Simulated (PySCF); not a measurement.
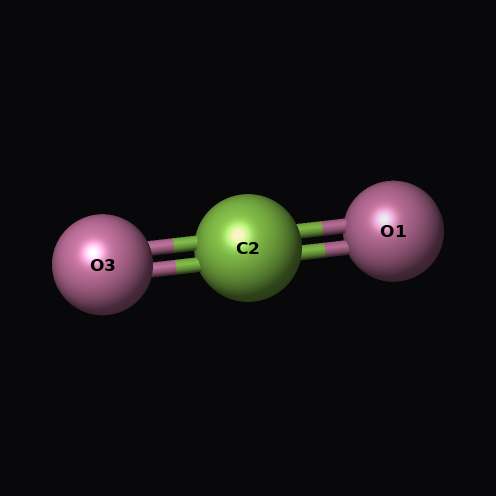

Computed geometry: PBE0-D3(BJ)/def2-SVP optimisation. No frequency run is at hand to confirm it as a minimum. Level of theory: B3LYP/pcJ-1 indirect spin-spin coupling, non-relativistic, gas phase (PySCF 2.14.0). Isotopes: 13C, 17O.

Give the spin–spin coupling constants of these pairs, with the number of bonds between them: O1/C2, C2/O3, O1/O3.

| pair | bonds apart | J (Hz) |
| --- | --- | --- |
| O1, C2 | 1 | 19.8 |
| C2, O3 | 1 | 19.8 |
| O1, O3 | 2 | 3.6 |
